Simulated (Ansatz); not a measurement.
**Cl$_{3}$FSn: density, localisation and related maps**

```json
{"atom": "F", "x (Å)": "-0.3645", "y (Å)": "-0.1458", "z (Å)": "1.8810"}
{"atom": "Sn", "x (Å)": "-0.0056", "y (Å)": "-0.0023", "z (Å)": "0.0291"}
{"atom": "Cl", "x (Å)": "1.7364", "y (Å)": "-1.3963", "z (Å)": "-0.4362"}
{"atom": "Cl", "x (Å)": "-1.8955", "y (Å)": "-0.6281", "z (Å)": "-1.0805"}
{"atom": "Cl", "x (Å)": "0.5293", "y (Å)": "2.1725", "z (Å)": "-0.3935"}
```

Geometry: PBE0-D4/def2-TZVP; core potentials replace the inner electrons of Sn.

The calculation used isolated molecule in a Gaussian basis; Hartree-Fock in Ansatz 0.2.0.

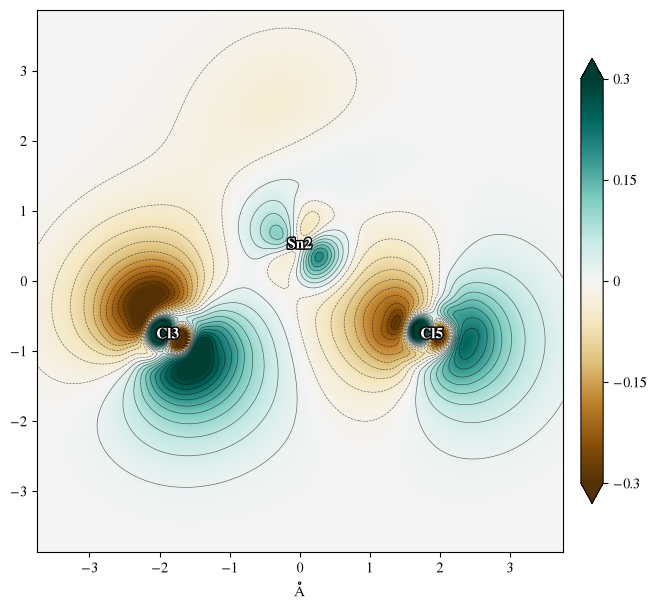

Figure 1. The HOMO−1 on the plane of atoms Cl3, Sn2 and Cl5 (values in Å⁻³ᐟ²; the overall sign is arbitrary).

> Describe this orbital and give its energy.

By Hirshfeld shares it lies mainly on Cl4 (about 35 %), Cl5 (about 35 %), Cl3 (about 20 %) and Sn2 (about 5 %); largely a combination of lone pairs on Cl4, Cl5 and Cl3. It is one of a degenerate set, so its orientation is arbitrary. Its energy is −13.40 eV.

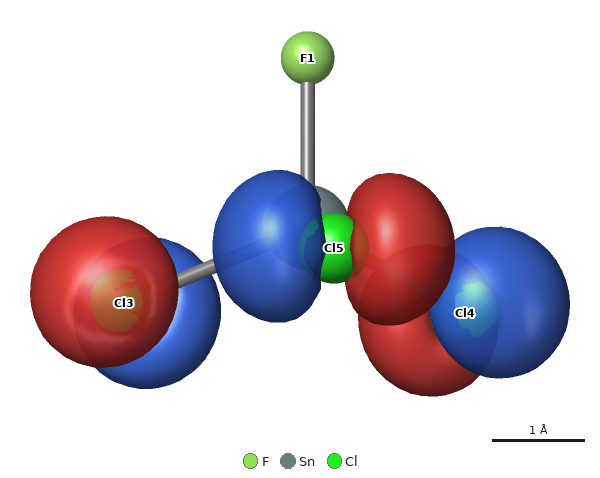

Figure 2. The HOMO at ±0.15 Å⁻³ᐟ² (red and blue are the two phases), seen from one side.

> Where does this orbital lie, and at what energy?

It lies mainly on Cl4 (about 30 %), Cl3 (about 30 %) and Cl5 (about 30 %); largely a combination of lone pairs on Cl4, Cl3 and Cl5. Its energy is −13.30 eV.
